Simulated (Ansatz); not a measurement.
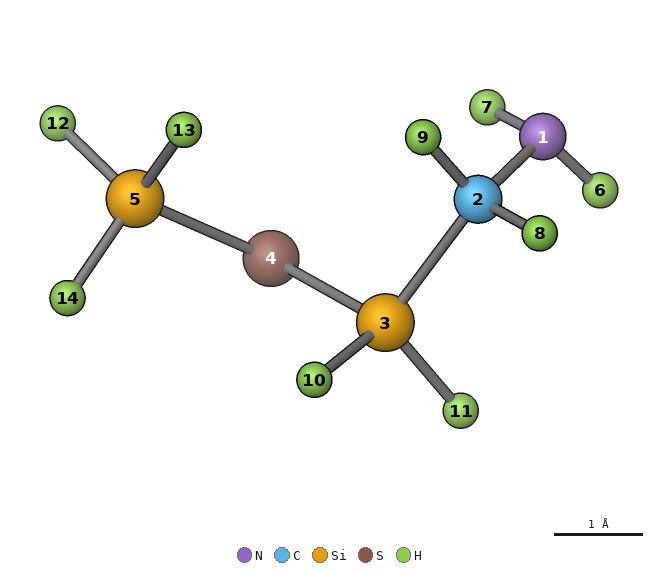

The view is orthographic, and the bar gives the scale. The computed structure is the end point of a PBE0-D4/def2-TZVP optimisation. No frequency run is at hand to confirm it as a minimum.

Write Cartesian coordinates in Å in the frame of the picture: x to the right, y up, z towards the viewer, origin at the mean of the atomic positions.

```xyz
14
CH9NSSi2
N    2.17   0.99  -0.36
C    1.43   0.28   0.68
Si   0.37  -1.14   0.02
S   -0.94  -0.40  -1.51
Si  -2.50   0.28  -0.22
H    2.83   0.38  -0.82
H    1.54   1.33  -1.07
H    2.14  -0.12   1.42
H    0.80   0.99   1.22
H   -0.45  -1.79   1.09
H    1.23  -2.15  -0.64
H   -3.39   1.14  -1.04
H   -1.94   1.07   0.91
H   -3.28  -0.86   0.33
```
